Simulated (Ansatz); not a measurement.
# UMP2/def2-SVP run of CH6ClSi2 (SMILES C[Si]([SiH3])Cl)

Aim: the vertical doublet–quartet gap of CH6ClSi2 at UMP2/def2-SVP, from 2 runs. 

Program for the calculation: Ansatz 0.2.0.

44 further runs of the same task are left out: 44 set aside as unsound or not needed.

## (1) The system as given

CH6ClSi2: 10 atoms, total charge 0, spin state doublet. As SMILES, `C[Si]([SiH3])Cl`. Geometry: relaxed at PBE0-D4/def2-TZVP.

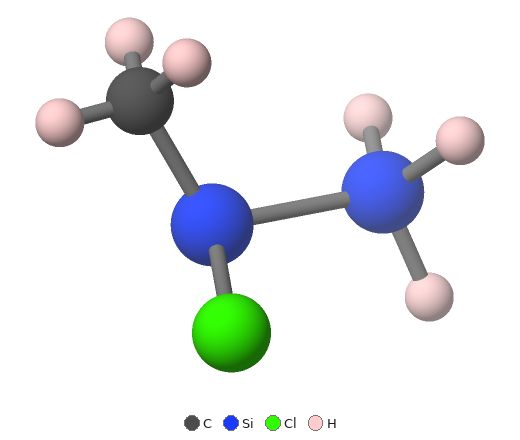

Viewed from a chosen angle; carbon dark grey, silicon blue, chlorine green, hydrogen pink.

## (2) A single-point energy at UMP2/def2-SVP

input.yaml

```yaml
crystal:
  periodic: [false, false, false]
  atoms:
    - {symbol: C, position_ang: [-0.817600, 1.375900, -0.759000]}
    - {symbol: Si, position_ang: [-0.393400, -0.447400, -0.745400]}
    - {symbol: Si, position_ang: [1.253500, -1.073900, 0.791400]}
    - {symbol: Cl, position_ang: [-2.123100, -1.512600, -0.330000]}
    - {symbol: H, position_ang: [0.078700, 1.966200, -0.965000]}
    - {symbol: H, position_ang: [-1.223500, 1.680800, 0.209700]}
    - {symbol: H, position_ang: [-1.561600, 1.592100, -1.528300]}
    - {symbol: H, position_ang: [1.490500, -2.535600, 0.676400]}
    - {symbol: H, position_ang: [0.871400, -0.750900, 2.195100]}
    - {symbol: H, position_ang: [2.508200, -0.345800, 0.457800]}
basis:
  gaussian:
    orbitals: def2-SVP
magnetization:
  spin_polarized: true
  initial_magnetization: 1
correlation:
  method: mp2
  frozen_orbitals: {C: 1, Cl: 5, H: 0, Si: 5}
accuracy: high
```

Command:

```console
ansatz run input.yaml --threads 1 --pin off --max-ram 3480MiB --events-out events.jsonl --progress --plain --runs-dir runs
```

What it wrote:

```text
Warning: RAYON_NUM_THREADS=1 ignored (pool sized by the plan → 1); use --threads N
Functional definition: HF
  name "HF"
  exchange = exact_x
  correlation = 0
2141 factors; integrals over basis functions are off by at most 2.1e-8 eV
mean field evaluation 1: about -29342.1328 eV, gradient 1.7e1 eV
mean field evaluation 2: about -29342.1408 eV, gradient 1.7e1 eV
mean field evaluation 4: about -29344.4066 eV, gradient 2.1e0 eV
mean field evaluation 8: about -29344.4728 eV, gradient 2.6e-3 eV
mean field -29344.47280983 eV, -1078.3894853632 hartree, gradient 2.6e-8 eV, S^2 0.756209; 0 other end points of the search recorded, 0 dependent functions left out
16 core orbitals not correlated: weight in the atoms' cores, before any rotation towards them, 1.000 or more for the frozen orbitals, at most 0.000 for the correlated occupied ones
reference -29344.47280983 eV, -1078.3894853632 hartree; 13, 12 occupied and 69, 70 virtual orbitals, 2141 factors
second order -12.44599111 eV of doubles, -0.00000000 eV of singles
Total energy: -29356.91880094 eV, -1078.8468671001 hartree
```

Wall time 5.1 s (1 thread of Arm Neoverse V2, shared host); peak memory 0.4 GiB.

## (3) The quartet

input.yaml: that of step 2 with these lines changed.

```diff
@@ -18,3 +18,3 @@
   spin_polarized: true
-  initial_magnetization: 1
+  initial_magnetization: 3
 correlation:
```

Command:

```console
ansatz run input.yaml --threads 1 --pin off --max-ram 3480MiB --events-out events.jsonl --progress --plain --runs-dir runs
```

What it wrote (excerpt; [...] marks lines left out):

```text
Warning: RAYON_NUM_THREADS=1 ignored (pool sized by the plan → 1); use --threads N
Functional definition: HF
  name "HF"
[...]
2141 factors; integrals over basis functions are off by at most 2.1e-8 eV
[...]
mean field -29338.07554488 eV, -1078.1543902124 hartree, gradient 1.7e-8 eV, S^2 3.760671; 8 other end points of the search recorded, 0 dependent functions left out
16 core orbitals not correlated: weight in the atoms' cores, before any rotation towards them, 1.000 or more for the frozen orbitals, at most 0.000 for the correlated occupied ones
reference -29338.07554488 eV, -1078.1543902124 hartree; 14, 11 occupied and 68, 71 virtual orbitals, 2141 factors
second order -12.29295709 eV of doubles, -0.00000000 eV of singles
Total energy: -29350.36850197 eV, -1078.6061480530 hartree
```

Wall time 9.9 s (1 thread of Arm Neoverse V2, shared host); peak memory 0.41 GiB.

## (4) Outcome

At UMP2/def2-SVP, 16 core orbitals frozen:

| quantity | value |
| --- | --- |
| doublet: total energy | -1078.84687 Eh |
| doublet: correlation energy (16 core orbitals frozen) | -457.4 mEh |
| doublet: ⟨S²⟩ of the reference determinant | 0.756 |
| quartet: total energy | -1078.60615 Eh |
| quartet: correlation energy (16 core orbitals frozen) | -451.8 mEh |
| quartet: ⟨S²⟩ of the reference determinant | 3.761 |
| vertical energy of the quartet above the doublet | 6.550 eV |

At this shape the quartet lies 6.55 eV (632 kJ/mol) above the doublet.
